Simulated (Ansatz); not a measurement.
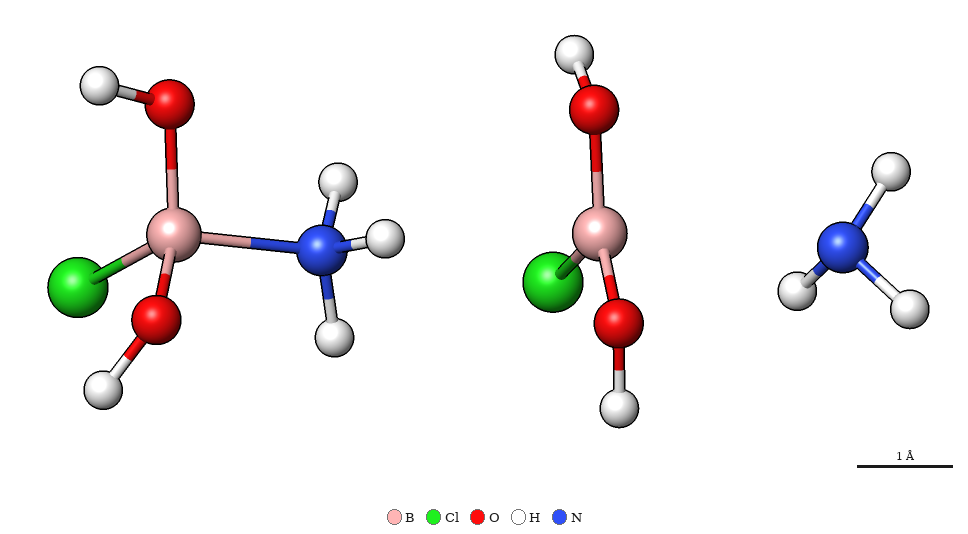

Two geometries of BNH5O2Cl, drawn at one scale. One is the start of a relaxation, the other its converged end. A ball-and-stick model, seen at a tilt.

Theory: Ansatz 0.2.0, RKS B3LYP/def2-SVP. (no spin polarisation; force threshold 0.03 eV/Å; at most 50 steps)

Which of the two is the end point?

The left one is the relaxed one. The run prepares an end point of a later path (reaction) calculation, from a guessed geometry. The energy falls by 0.356 eV in 25 accepted moves (29 points after the start). The largest force component goes from 0.57 to 0.021 eV/Å. The line search rejected the trial steps at points 2, 15, 19, 25 of the run. The atom that moves furthest after the best rigid fit is an H atom (0.97 Å). By element the largest moves are H 0.97 Å, O 0.77 Å, B 0.73 Å, N 0.39 Å, Cl 0.26 Å. Some distances before and after: B–N 2.750 → 1.669 Å, B–Cl 1.850 → 1.932 Å, B–O 1.349 → 1.409 Å, H–N 1.038 → 1.022 Å. New bonds form, among them: B–N (2.75 → 1.67 Å). Among the angles between lasting bonds that change: Cl–B–O 119.3° → 111.0°, Cl–B–O 119.3° → 115.5°, O–B–O 120.5° → 117.4°. Cost: 40 s on 2 threads of Intel(R) Xeon(R) 6975P-C (Granite Rapids), on a shared host, peak memory 0.22 GiB.

Limits of the set-up: the start holds two separate molecules, 2.6 Å apart at their closest, whose relative position is a soft coordinate and is computed without a dispersion correction.
